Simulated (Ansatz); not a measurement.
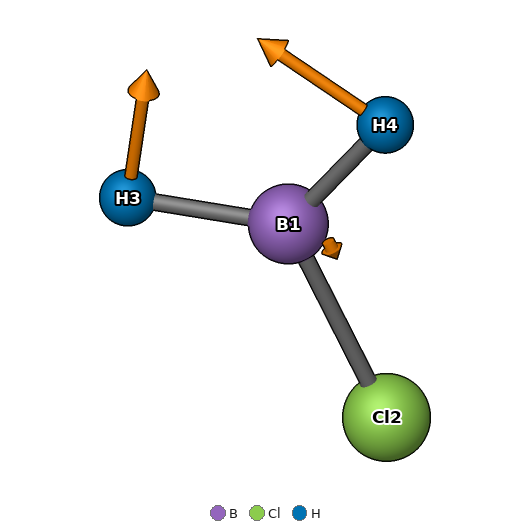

The arrows show one normal mode. Harmonic vibrations computed with RKS PBE0-D4/def2-TZVP (Ansatz 0.2.0) at a stationary point of the same level.

### Describe the motion.

Mostly angle bending.

### Estimate its harmonic wavenumber.

1218 cm⁻¹; it is mode 4 of 6 counted from the lowest.
